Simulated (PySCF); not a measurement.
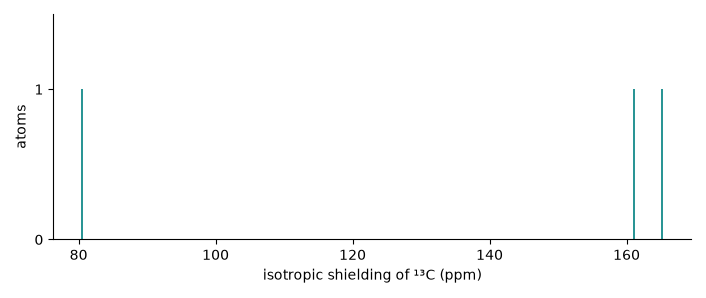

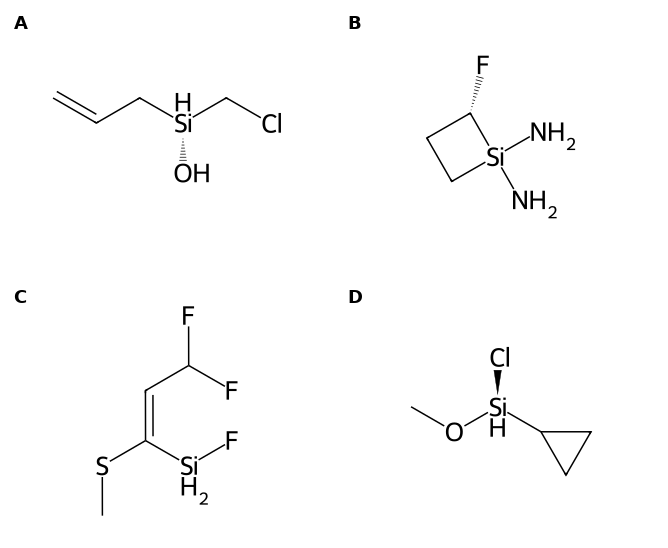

The sticks are computed shieldings of one of the molecules, for one fixed geometry (GFN2-xTB) without averaging over rotations. Low shielding means a high chemical shift. Method: GIAO PBE0/pcSseg-1 NMR shielding, non-relativistic, gas phase (PySCF 2.14.0).

### Match the spectrum to a structure.

B, `N[Si]1(N)CC[C@@H]1F`. Its 3 C atoms give lines at 80.5, 161.1, 165.2 ppm.

The geometry is semi-empirical. Around Si such bond lengths and angles can be off by a tenth of an ångström or more and by several degrees, and values that hang on the shape move with them.
